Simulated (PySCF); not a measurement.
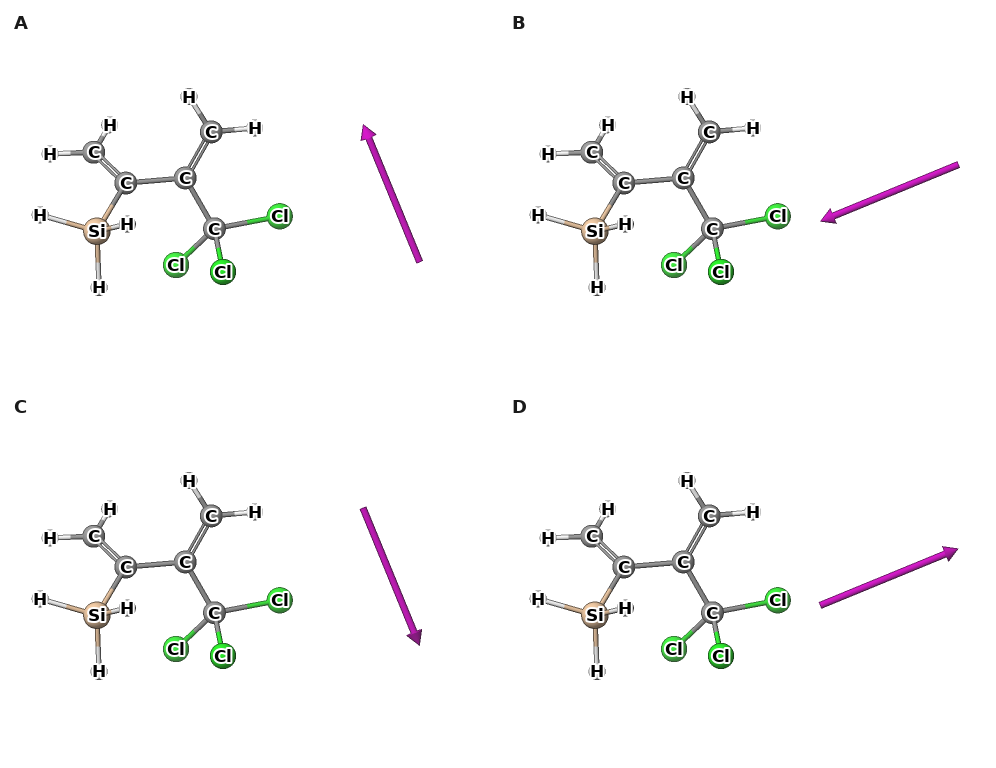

The same molecule four times, each with an arrow. The computed structure is the end point of a GFN2-xTB optimisation. No frequency run is at hand to confirm it as a minimum. Method: PBE0/pcSseg-1, gas phase (PySCF 2.14.0).

**Which arrow points along the dipole moment, from the negative to the positive end?**

A. The dipole moment is 2.01 D.

The geometry is semi-empirical. Around Si such bond lengths and angles can be off by a tenth of an ångström or more and by several degrees, and values that hang on the shape move with them.
